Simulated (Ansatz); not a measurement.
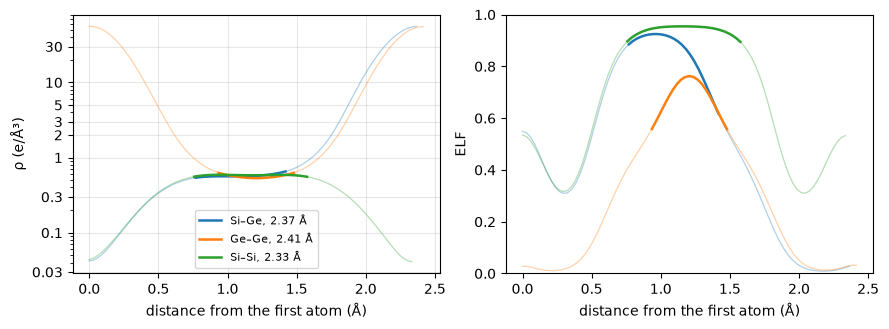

*Si45Ge19. Valence charge density (pseudo) and electron localisation function along straight lines between neighbouring atoms. Thin, pale parts lie inside the atomic spheres.*

Space group P1.

Computed with Ansatz 0.2.0, DFT PBEsol, scalar-relativistic, plane waves, PAW.

In a PAW calculation such maps are meaningful between the atoms, not at the nuclei.

### What can be read from the curves?

Si–Ge (2.37 Å): ρ at the midpoint is about 0.57 e/Å³; the ELF peaks at about 0.90 between the atoms, as expected for a shared electron pair.
Ge–Ge (2.41 Å): ρ at the midpoint is about 0.53 e/Å³; the ELF peaks at about 0.75 between the atoms, as expected for a covalent bond.
Si–Si (2.33 Å): the density is about 0.58 e/Å³ at the midpoint; the ELF peaks at about 0.95 between the atoms (a shared electron pair).
